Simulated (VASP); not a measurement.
Band structure of GeS2 (relaxed from the anatase structure, space group I4_1/amd). All values below come from PBEsol GGA, VASP's PBE PAW potentials (set 64) (plane waves; VASP 6.6.1).

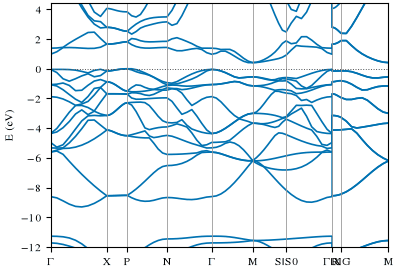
Bands along high-symmetry lines, zero at the valence-band maximum or, without a gap, the Fermi level

Task: Read the plot: is there a gap, and where are the band edges?

Result: The gap is indirect, 0.41 eV, from the valence maximum at P-N at 0.11 to the conduction minimum at M. (Edges off the drawn lines would not show.)

The structure was generated: GeS2 was put into the anatase type (I4_1/amd), which need not be its known phase. It was relaxed first.
